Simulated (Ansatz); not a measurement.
# CH6AlNO: small, medium and large basis sets

Aim: see how fast density functionals converge with the basis set for CH6AlNO.

Computed with Ansatz 0.2.0, Gaussian basis. Level: one geometry, several basis sets.

The runs, in order: PBE0-D4/def2-SVP; ωB97M-V/def2-SVP; PBE0-D4/def2-QZVPP; ωB97M-V/def2-QZVPP; the functionals' def2-TZVPP values are taken from earlier runs.

## (1) The relaxed structure

All runs share one geometry, relaxed beforehand with PBE0-D4 in a triple-zeta def2 set.

10 atoms, charge 0, spin multiplicity 1.

Atoms are counted from 1 here; the program's logs count them from 0.

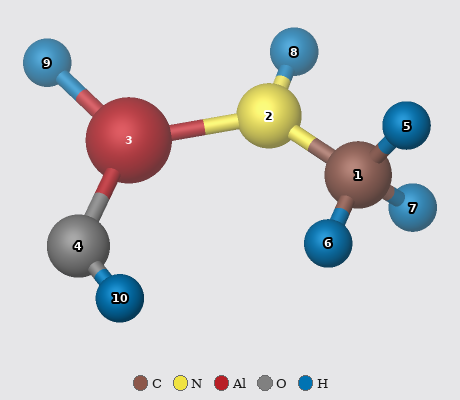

The structure; carbon brown, nitrogen yellow, aluminium red, oxygen grey, hydrogen blue; atoms are numbered from 1 in the order of the file.

As a file:

```
atom    x (Å)    y (Å)    z (Å)
  C1  -1.0695   0.3064  -0.8766
  N2  -0.4853  -0.6555   0.0310
 Al3   1.0130  -0.5651   0.9654
  O4   2.0314   0.7892   0.8946
  H5  -2.0614   0.6427  -0.5510
  H6  -0.4376   1.1963  -0.9386
  H7  -1.1697  -0.0845  -1.8965
  H8  -1.0506  -1.4878   0.1124
  H9   1.4290  -1.7639   1.8950
 H10   1.8840   1.5709   0.3674
```

## (2) PBE0-D4 in def2-SVP

in.yaml reads:

```yaml
crystal:
  periodic: [false, false, false]
  atoms:
    - {symbol: C, position_ang: [-1.069544, 0.306429, -0.876636]}
    - {symbol: N, position_ang: [-0.485336, -0.655460, 0.031040]}
    - {symbol: Al, position_ang: [1.013013, -0.565073, 0.965424]}
    - {symbol: O, position_ang: [2.031376, 0.789202, 0.894588]}
    - {symbol: H, position_ang: [-2.061381, 0.642721, -0.551020]}
    - {symbol: H, position_ang: [-0.437649, 1.196253, -0.938616]}
    - {symbol: H, position_ang: [-1.169716, -0.084539, -1.896480]}
    - {symbol: H, position_ang: [-1.050646, -1.487780, 0.112381]}
    - {symbol: H, position_ang: [1.428987, -1.763858, 1.895021]}
    - {symbol: H, position_ang: [1.883995, 1.570905, 0.367397]}
basis:
  gaussian: {orbitals: def2-SVP}
hamiltonian: {xc: pbe0, dispersion: d4}
output: {orbitals: {seedname: orbitals}}
```

The run is started by

```sh
> ansatz run in.yaml --threads 2 --pin off --events-out ev --progress --plain --max-ram 4352MiB
```

Standard output:

```text
Functional definition: PBE0
  name "PBE0"
  cite "Adamo & Barone, J. Chem. Phys. 110, 6158 (1999) doi:10.1063/1.478522"
  cite "Perdew, Burke & Ernzerhof, Phys. Rev. Lett. 77, 3865 (1996) doi:10.1103/PhysRevLett.77.3865"
  parent pbe
  parameter a = 0.25
  parameter kappa = 0.804
  parameter beta = 0.06672455060314922
  exchange = (1 - a)*pbe_x(kappa = kappa, mu = beta*pi^2/3) + a*exact_x
  correlation = pbe_c(beta = beta)
1047 factors; their error is unknown
mean field evaluation 1: about -11246.6107 eV, gradient 7.1e1 eV
mean field evaluation 2: about -11232.4671 eV, gradient 1.1e2 eV
mean field evaluation 4: about -11256.5963 eV, gradient 3.3e0 eV
mean field evaluation 8: about -11256.6207 eV, gradient 6.0e-2 eV
mean field evaluation 16: about -11256.7149 eV, gradient 3.8e-5 eV
mean field -11256.71491053 eV, -413.6766428865 hartree, gradient 3.8e-5 eV, S^2 0.000000; 0 other end points of the search recorded, 0 dependent functions left out
reference -11256.71493951 eV, -413.6766439516 hartree; 20, 20 occupied and 70, 70 virtual orbitals, 1047 factors
Total energy: -11256.84780788 eV, -413.6815267740 hartree
```

Run time: 1.1 s. Hardware: 2 threads of Arm Neoverse V2, shared host.

## (3) ωB97M-V in def2-SVP

in.yaml, as its differences from that of step 2:

```diff
@@ -15,3 +15,3 @@
   gaussian: {orbitals: def2-SVP}
-hamiltonian: {xc: pbe0, dispersion: d4}
+hamiltonian: {xc: {name: wB97M-V}}
 output: {orbitals: {seedname: orbitals}}
```

The command is unchanged.

Standard output, cut to the lines that bear on the results:

```text
Functional definition: wB97M-V
  name "wB97M-V"
  cite "Mardirossian & Head-Gordon, J. Chem. Phys. 144, 214110 (2016) doi:10.1063/1.4952647"
  cite "Becke, J. Chem. Phys. 107, 8554 (1997) doi:10.1063/1.475007"
  cite "Vydrov & Van Voorhis, J. Chem. Phys. 133, 244103 (2010) doi:10.1063/1.3521275"
  # Of w^i u^j: cxij and so on, Table III.
[...]
  gx(w, u) = 1 - cx + cx01*u + cx10*w
  gss(w, u) = css00 + css04*u^4 + css10*w + css20*w^2 + css43*w^4*u^3
  gos(w, u) = cos00 + cos10*w + (cos20 + cos21*u)*w^2 + (cos60 + cos61*u)*w^6
[...]
      + integral(e_c_pw_mod_opposite_spin*gos(b97_w_opposite, b97_u_opposite)) + vv10(b, c)
1028 factors; their error is unknown
266 factors; integrals over basis functions are off by at most 8.8e-6 eV
[...]
mean field -11262.63907557 eV, -413.8943519361 hartree, gradient 5.8e-5 eV, S^2 0.000000; 0 other end points of the search recorded, 0 dependent functions left out
reference -11262.63912244 eV, -413.8943536589 hartree; 20, 20 occupied and 70, 70 virtual orbitals, 1028 factors
Total energy: -11262.63912244 eV, -413.8943536589 hartree
```

Wall time 4.7 s (2 threads of Arm Neoverse V2, shared host); peak memory 0.25 GiB.

## (4) PBE0-D4 in def2-QZVPP

in.yaml, as its differences from that of step 3:

```diff
@@ -14,4 +14,4 @@
 basis:
-  gaussian: {orbitals: def2-SVP}
-hamiltonian: {xc: {name: wB97M-V}}
+  gaussian: {orbitals: "def2-QZVPP.json"}
+hamiltonian: {xc: pbe0, dispersion: d4}
 output: {orbitals: {seedname: orbitals}}
```

The command is unchanged.

Standard output:

```text
Functional definition: PBE0
  name "PBE0"
  cite "Adamo & Barone, J. Chem. Phys. 110, 6158 (1999) doi:10.1063/1.478522"
  cite "Perdew, Burke & Ernzerhof, Phys. Rev. Lett. 77, 3865 (1996) doi:10.1103/PhysRevLett.77.3865"
  parent pbe
  parameter a = 0.25
  parameter kappa = 0.804
  parameter beta = 0.06672455060314922
  exchange = (1 - a)*pbe_x(kappa = kappa, mu = beta*pi^2/3) + a*exact_x
  correlation = pbe_c(beta = beta)
1313 factors; their error is unknown
mean field evaluation 1: about -11251.5404 eV, gradient 8.6e1 eV
mean field evaluation 2: about -11225.1664 eV, gradient 1.4e2 eV
mean field evaluation 4: about -11265.1573 eV, gradient 6.5e0 eV
mean field evaluation 8: about -11265.2387 eV, gradient 2.0e-1 eV
mean field evaluation 16: about -11265.2443 eV, gradient 2.2e-5 eV
mean field -11265.24429714 eV, -413.9900920632 hartree, gradient 2.2e-5 eV, S^2 0.000000; 0 other end points of the search recorded, 0 dependent functions left out
reference -11265.24434040 eV, -413.9900936528 hartree; 20, 20 occupied and 401, 401 virtual orbitals, 1313 factors
Total energy: -11265.37720877 eV, -413.9949764752 hartree
```

Run time: 8.5 s. Hardware: 2 threads of Arm Neoverse V2, shared host; peak memory 1.1 GiB.

## (5) ωB97M-V in def2-QZVPP

in.yaml, as its differences from that of step 4:

```diff
@@ -15,3 +15,3 @@
   gaussian: {orbitals: "def2-QZVPP.json"}
-hamiltonian: {xc: pbe0, dispersion: d4}
+hamiltonian: {xc: {name: wB97M-V}}
 output: {orbitals: {seedname: orbitals}}
```

Launched as before.

Standard output, cut to the lines that bear on the results:

```text
Functional definition: wB97M-V
  name "wB97M-V"
  cite "Mardirossian & Head-Gordon, J. Chem. Phys. 144, 214110 (2016) doi:10.1063/1.4952647"
  cite "Becke, J. Chem. Phys. 107, 8554 (1997) doi:10.1063/1.475007"
  cite "Vydrov & Van Voorhis, J. Chem. Phys. 133, 244103 (2010) doi:10.1063/1.3521275"
  # Of w^i u^j: cxij and so on, Table III.
[...]
  gx(w, u) = 1 - cx + cx01*u + cx10*w
  gss(w, u) = css00 + css04*u^4 + css10*w + css20*w^2 + css43*w^4*u^3
  gos(w, u) = cos00 + cos10*w + (cos20 + cos21*u)*w^2 + (cos60 + cos61*u)*w^6
[...]
      + integral(e_c_pw_mod_opposite_spin*gos(b97_w_opposite, b97_u_opposite)) + vv10(b, c)
1270 factors; their error is unknown
363 factors; integrals over basis functions are off by at most 1.3e-5 eV
[...]
mean field -11271.34833137 eV, -414.2144111835 hartree, gradient 7.9e-5 eV, S^2 0.000000; 0 other end points of the search recorded, 0 dependent functions left out
reference -11271.34840107 eV, -414.2144137449 hartree; 20, 20 occupied and 401, 401 virtual orbitals, 1270 factors
Total energy: -11271.34840107 eV, -414.2144137449 hartree
```

Wall time 20 s (2 threads of Arm Neoverse V2, shared host); peak memory 1.3 GiB.

## (6) Functionals by basis

The def2-TZVPP values come from earlier runs at the same geometry.

| functional | basis | functions | energy (eV) | from the largest (eV) | HOMO (eV) | LUMO (eV) |
| --- | --- | --- | --- | --- | --- | --- |
| PBE0-D4 | def2-SVP | 90 | -11256.8478 | 8.529 | -6.64 | 0.48 |
| PBE0-D4 | def2-TZVPP | 219 | -11264.8714 | 0.506 | -6.81 | 0.19 |
| PBE0-D4 | def2-QZVPP | 421 | -11265.3772 | 0.000 | -6.84 | -0.13 |
| ωB97M-V | def2-SVP | 90 | -11262.6391 | 8.709 | -8.96 | 2.17 |
| ωB97M-V | def2-TZVPP | 219 | -11270.8606 | 0.488 | -9.15 | 1.72 |
| ωB97M-V | def2-QZVPP | 421 | -11271.3484 | 0.000 | -9.19 | 1.06 |

## (7) Summary of results

| quantity | value |
| --- | --- |
| PBE0-D4: double and triple zeta above quadruple | 8.53, 0.51 eV |
| ωB97M-V: double and triple zeta above quadruple | 8.71, 0.49 eV |

What this shows: PBE0-D4 gains 8.02 eV from double to triple zeta, then 0.51 eV more. These are total energies; as a rule much of such shifts cancels in differences, which this series doesn't test. The LUMO of ωB97M-V is positive and keeps falling with the basis (2.17 to 1.06 eV): an unbound level that the basis holds in place.

For PBE0-D4 the largest set took about 7 times as long as the smallest (8.5 s against 1.1 s).
